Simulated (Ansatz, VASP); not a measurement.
# Cross-check of SrCl2 between VASP and Ansatz, part 2 of 2

One calculation is typed for both programs; each brings its own data sets and cutoff. How far apart do they land?  The cell comes out of the VASP series on this material, whose earlier steps may have relaxed, scaled or displaced it; both programs get it as it stands.

VASP 6.6.1 and Ansatz 0.2.0.

So far. Step 2 (VASP: single point, PBE with D3(BJ)): The run ends at a pressure of -0.02 GPa. Step 3 (Ansatz: single point, PBE with D3(BJ)): The run ends at a pressure of -0.09 GPa.

**5. VASP: band structure, PBE with D3(BJ)**

Level of this step: PBE with D3(BJ); plane waves and PAW (Sr_sv, Cl) (VASP).

The same path points are solved in both programs, so levels can be compared one by one.

Input file INCAR:

```
SYSTEM = SrCl2
PREC = Accurate
ENCUT = 400
EDIFF = 1E-06
NELM = 100
ISMEAR = 0
SIGMA = 0.05
LREAL = .FALSE.
ALGO = Normal
GGA = PE
IVDW = 12
LORBIT = 11
LWAVE = .FALSE.
LCHARG = .FALSE.
```

Input file POSCAR:

```
SrCl2
1.0
    0.0000000000      3.4811735938      3.4811735938
    3.4811735938      0.0000000000      3.4811735938
    3.4811735938      3.4811735938      0.0000000000
Sr Cl
1 2
Direct
    0.0000000000      0.0000000000      0.0000000000
    0.7500000000      0.7500000000      0.7500000000
    0.2500000000      0.2500000000      0.2500000000
```

Input file KPOINTS:

```
Automatic mesh
0
Gamma
6 6 6
0 0 0
```

Input file KPOINTS_OPT:

```
Line mode
16
Line-mode
Reciprocal
  0.00000000   0.00000000   0.00000000 GAMMA
  0.50000000   0.00000000   0.50000000 X

  0.50000000   0.00000000   0.50000000 X
  0.50000000   0.25000000   0.75000000 W

  0.50000000   0.25000000   0.75000000 W
  0.37500000   0.37500000   0.75000000 K

  0.37500000   0.37500000   0.75000000 K
  0.00000000   0.00000000   0.00000000 GAMMA

  0.00000000   0.00000000   0.00000000 GAMMA
  0.50000000   0.50000000   0.50000000 L

  0.50000000   0.50000000   0.50000000 L
  0.62500000   0.25000000   0.62500000 U

  0.62500000   0.25000000   0.62500000 U
  0.50000000   0.25000000   0.75000000 W

  0.50000000   0.25000000   0.75000000 W
  0.50000000   0.50000000   0.50000000 L

  0.50000000   0.50000000   0.50000000 L
  0.37500000   0.37500000   0.75000000 K

  0.62500000   0.25000000   0.62500000 U
  0.50000000   0.00000000   0.50000000 X
```

Potentials, in the order of the species: Sr_sv and Cl (PBE family, release 64).

Launch:

```
> mpirun -np 1 vasp_std
```

Numbers of over 12 decimals in the logs are rounded to 6 here.

The log of the run:

```text
[... set-up lines as in an earlier step ...]
 entering main loop
       N       E                     dE             d eps       ncg     rms          rms(c)
[... 14 cycles as in an earlier step ...]
   1 F= -.13444285E+02 E0= -.13444285E+02  d E =-.795760E-14
 Start KPOINTS_OPT (optional k-point list driver)
k-point batch [1-16\160]
       N       E                     dE             ncg
DAV:   1    -0.113379410175E+04   -0.65135E+04      512
DAV:   2    -0.334158587333E+04   -0.22078E+04      688
DAV:   3    -0.346658663615E+04   -0.12500E+03      688
DAV:   4    -0.347035992847E+04   -0.37733E+01      896
DAV:   5    -0.347038069260E+04   -0.20764E-01      696
DAV:   6    -0.347038121932E+04   -0.52672E-03      776
DAV:   7    -0.347038122829E+04   -0.89703E-05      768
DAV:   8    -0.347038122841E+04   -0.12150E-06      608
[...]
k-point batch [145-160\160]
       N       E                     dE             ncg
DAV:   1    -0.118232728433E+04   -0.11117E+05      512
DAV:   2    -0.334478896847E+04   -0.21625E+04      680
DAV:   3    -0.346262708837E+04   -0.11784E+03      752
DAV:   4    -0.346639120428E+04   -0.37641E+01      872
DAV:   5    -0.346643572078E+04   -0.44516E-01      760
DAV:   6    -0.346643628094E+04   -0.56017E-03      768
DAV:   7    -0.346643630392E+04   -0.22978E-04      816
DAV:   8    -0.346643630423E+04   -0.31344E-06      608
```

Parts of OUTCAR (step 5):

```text
 Edisp (eV)   -0.66858

[... 6 parts as in an earlier step ...]

[... 1 further part left out ...]
[key lines of the parts left out:]
E-fermi :   0.4427
```

The run ends at a pressure of -0.02 GPa.

**6. Ansatz: band structure, PBE with D3(BJ)**

The same cell, functional, mesh and smearing now go to Ansatz, which takes its cutoff from its data sets.

The cell comes out of the VASP series on this material, whose earlier steps may have relaxed, scaled or displaced it; both programs get it as it stands.

Input file input.yaml:

```yaml
crystal:
  lattice:
    - [0.0, 3.4811735938, 3.4811735938]
    - [3.4811735938, 0.0, 3.4811735938]
    - [3.4811735938, 3.4811735938, 0.0]
  atoms:
    - { symbol: Sr, position: [0.0, 0.0, 0.0] }
    - { symbol: Cl, position: [0.75, 0.75, 0.75] }
    - { symbol: Cl, position: [0.25, 0.25, 0.25] }
hamiltonian:
  xc: pbe
  pseudopotentials: { kind: paw }
  dispersion: d3bj
kpoints:
  mp_grid: { grid: [6, 6, 6] }
  band_path:
    path:
      - [0.0, 0.0, 0.0]
      - [0.16667, 0.0, 0.16667]
      - [0.33333, 0.0, 0.33333]
      - [0.5, 0.0, 0.5]
      - [0.5, 0.08333, 0.58333]
      - [0.5, 0.18333, 0.68333]
      - [0.5, 0.25, 0.75]
      - [0.45, 0.3, 0.75]
      - [0.40833, 0.34167, 0.75]
      - [0.35, 0.35, 0.7]
      - [0.225, 0.225, 0.45]
      - [0.075, 0.075, 0.15]
      - [0.03333, 0.03333, 0.03333]
      - [0.23333, 0.23333, 0.23333]
      - [0.4, 0.4, 0.4]
      - [0.51667, 0.46667, 0.51667]
      - [0.55833, 0.38333, 0.55833]
      - [0.60833, 0.28333, 0.60833]
      - [0.60833, 0.25, 0.64167]
      - [0.55833, 0.25, 0.69167]
      - [0.51667, 0.25, 0.73333]
      - [0.5, 0.3, 0.7]
      - [0.5, 0.38333, 0.61667]
      - [0.5, 0.48333, 0.51667]
      - [0.475, 0.475, 0.55]
      - [0.425, 0.425, 0.65]
      - [0.38333, 0.38333, 0.73333]
      - [0.59167, 0.18333, 0.59167]
      - [0.55, 0.1, 0.55]
      - [0.5, 0.0, 0.5]
    npoints: 1
scf:
  occupations: { method: gaussian, width: 0.05 }
  n_extra_bands: 7
output:
  forces: true
  stress: true
  eigenvalues: true
```

Launch:

```
> ansatz run input.yaml --threads 2 --pin off --max-ram 4608MiB --backend cpu --events-out ev --progress --plain --runs-dir out
```

The log of the run:

```text
[...]
Crystal: 3 atoms, lattice volume = 84.374 Å³
Basis set: ecut = 420 eV, 1639 PW (Γ), exchange–correlation on 72×72×72 points (8 copies of the dense FFT grid, shifted against one another)
Bands: 19, of which v1, the nominal top of the filled ones, is band 12 counted from 1 (11 counted from 0)
Symmetry: 48 space group operations
[...]
k-points: 16 of 216
[...]
k-point 0: bands = [... 8 lower, 1.0185, 2.8211, 2.8211, 2.8211, 8.5251, 9.2584, 9.2584, 12.1396, ... 3 higher]
  k-point 1: bands = [... 8 lower, 1.2059, 2.5091, 2.6712, 2.6712, 9.1183, 9.4697, 9.4697, 11.1718, ... 3 higher]
  k-point 2: bands = [... 8 lower, 1.5622, 1.9868, 2.3393, 2.3393, 9.7968, 9.7968, 10.0101, 11.1922, ... 3 higher]
  k-point 15: bands = [... 8 lower, 1.5928, 2.3251, 2.8169, 3.0869, 9.1280, 10.2885, 10.4390, 10.6075, ... 3 higher]
[key lines of the parts left out:]
SCF converged after 6 iterations
Free energy (F): -5711.390007 eV
Fermi energy:    5.841612 eV
P = ⅓ Tr σ = -0.0867 GPa (-0.867 kbar)
```

Wall time 3.2 s (2 threads of Intel Xeon Platinum 8488C (Sapphire Rapids), shared host); peak memory 0.38 GiB.

**7. Side by side**

Compared:

```csv
quantity,Ansatz,VASP,difference
pressure (GPa),-0.09,-0.02,-0.07
gap over the path points (eV),5.367,5.359,+0.009
```

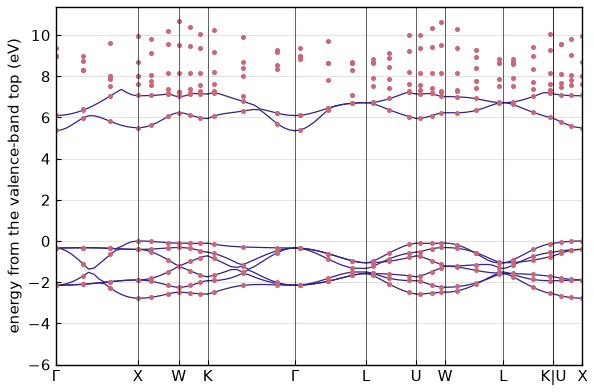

Bands from VASP (lines) and levels from Ansatz (dots). Dots without a line are higher empty bands that the VASP plot leaves out.

Levels at points of the path, from each program's valence-band top (eV; 4 filled, then empty):

```csv
k (reciprocal lattice),Ansatz,VASP
0.000 0.000 0.000,-2.14 -0.34 -0.34 -0.34 5.37 6.10,-2.15 -0.34 -0.34 -0.34 5.36 6.09
0.167 0.000 0.167,-1.69 -1.11 -0.32 -0.32 5.99 6.36,-1.70 -1.11 -0.33 -0.33 5.98 6.35
0.333 0.000 0.333,-1.97 -0.65 -0.35 -0.35 5.81 7.06,-1.98 -0.66 -0.36 -0.36 5.81 7.05
0.500 0.000 0.500,-1.89 -0.40 -0.40 0.00 5.51 7.07,-1.89 -0.41 -0.41 0.00 5.50 7.05
0.500 0.083 0.583,-1.80 -0.52 -0.38 -0.02 5.64 7.08,-1.81 -0.53 -0.39 -0.02 5.63 7.07
0.500 0.183 0.683,-1.50 -0.91 -0.33 -0.08 6.05 7.15,-1.51 -0.91 -0.34 -0.08 6.04 7.14
0.500 0.250 0.750,-1.22 -1.22 -0.31 -0.10 6.24 7.03,-1.22 -1.22 -0.32 -0.10 6.23 7.01
0.450 0.300 0.750,-1.45 -0.99 -0.35 -0.11 6.12 7.15,-1.46 -0.99 -0.36 -0.11 6.12 7.13
0.408 0.342 0.750,-1.64 -0.80 -0.46 -0.11 6.00 7.16,-1.64 -0.81 -0.47 -0.11 5.99 7.15
0.350 0.350 0.700,-1.66 -0.84 -0.60 -0.15 6.07 7.21,-1.67 -0.84 -0.60 -0.15 6.06 7.20
```

Among the levels compared (up to four filled and three empty ones at each point), filled levels agree within 8 meV and empty ones within 17 meV.

**8. Results**

```
difference in gap on the k mesh (single point, PBE with D3(BJ))          : 0.0087 eV
difference in gap over the path points (band structure, PBE with D3(BJ)) : 0.0087 eV
```

In words: The difference in gap on the k mesh is 0.0087 eV (single point, PBE with D3(BJ)), within the 0.08 eV picked in this series as the mark of a large difference. 1 further run on this material is not shown. How closely two codes agree says nothing of how well the functional describes the real material.

[Lines on the potential files, build, host, timing and source positions are cut from VASP's logs without a mark.]

[Logs are printed without paths, hosts, clocks, repeated set-up lines and the standing remarks that a program may print on its own settings, such as how far it seeks lower states.]

[Hosts, paths, dates, database ids (printed as entryN), source tags and the programs' standing remarks are cut or masked in the printed files.]
